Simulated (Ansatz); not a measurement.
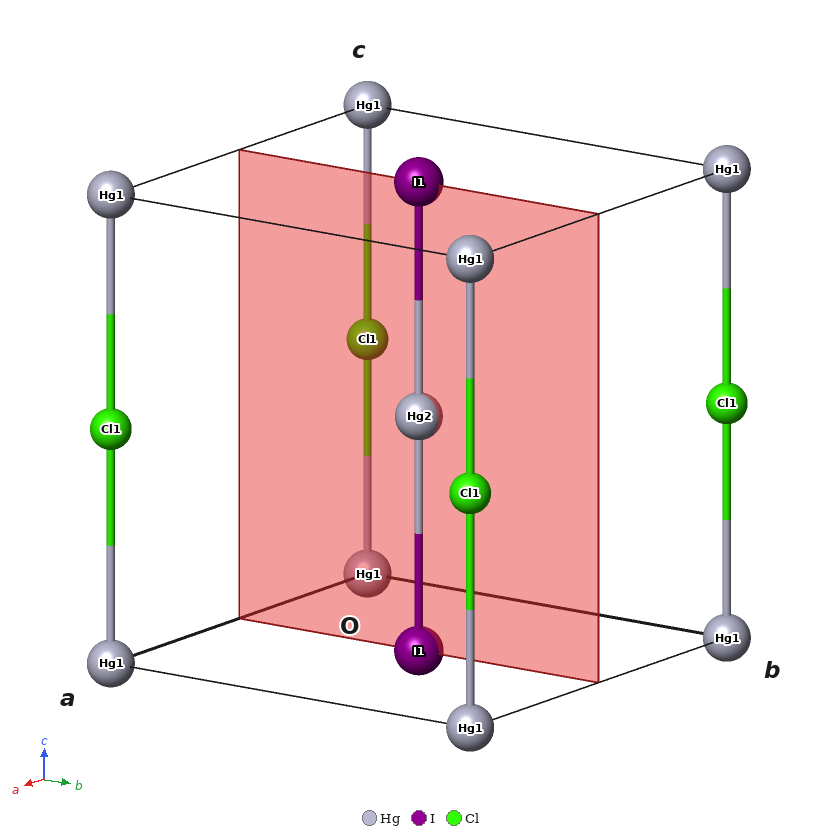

Crystal: Hg2ICl, the input geometry of an electronic-structure calculation (not necessarily at equilibrium); the starting structure was generated, so it need not be a known form of this composition. The shaded plane is a symmetry element of the crystal. The drawing is computed from the coordinates (standard cell, symmetry found to 0.002 Å).

a = 5.122 Å, b = 5.122 Å, c = 5.616 Å, α = 90.00°, β = 90.00°, γ = 90.00°.

| atom | x | y | z |
| --- | --- | --- | --- |
| Hg1 | 0.0000 | 0.0000 | 0.0000 |
| Hg2 | 0.5000 | 0.5000 | 0.5000 |
| I1 | 0.5000 | 0.5000 | 0.0000 |
| Cl1 | 0.0000 | 0.0000 | 0.5000 |

Is it a mirror or a glide plane, and what is the operation?

It is a mirror plane, parallel to (1 0 0), through (1/2, 1/2, 1/2): x, y, z → −x+1, y, z.

Onto which atom does it carry each atom (up to whole multiples of a, b and c)?

Hg1 → Hg1, Hg2 → Hg2, I1 → I1, Cl1 → Cl1.

What is the crystal's space group?

P4/mmm, No. 123.
